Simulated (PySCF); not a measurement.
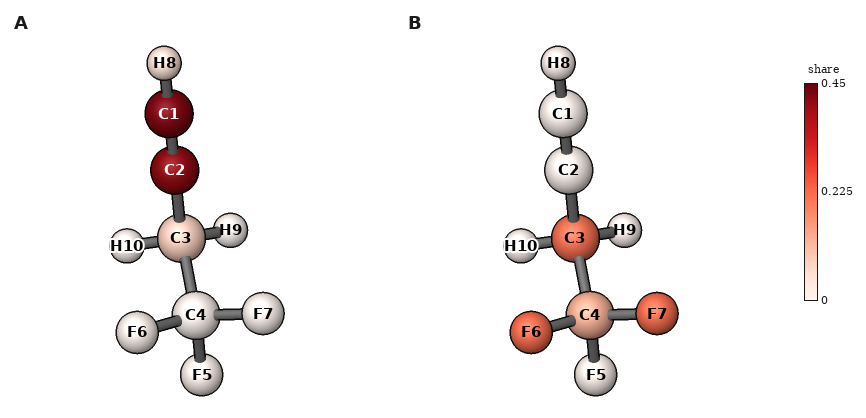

Each panel colours the atoms by their Löwdin share in one orbital (up to four of the largest shares; other atoms are shown as zero). The computed structure is the end point of a PBE0-D3(BJ)/def2-SVP optimisation. No frequency run is at hand to confirm it as a minimum. Computed with B3LYP/def2-SVPD (PySCF 2.14.0).

> The panels show the HOMO−2, HOMO, in some order. Which is which?

A: HOMO, −8.11 eV; C1 0.42, C2 0.41, C3 0.07, H8 0.04
B: HOMO−2, −11.30 eV; F6 0.22, F7 0.22, C3 0.21, C4 0.12
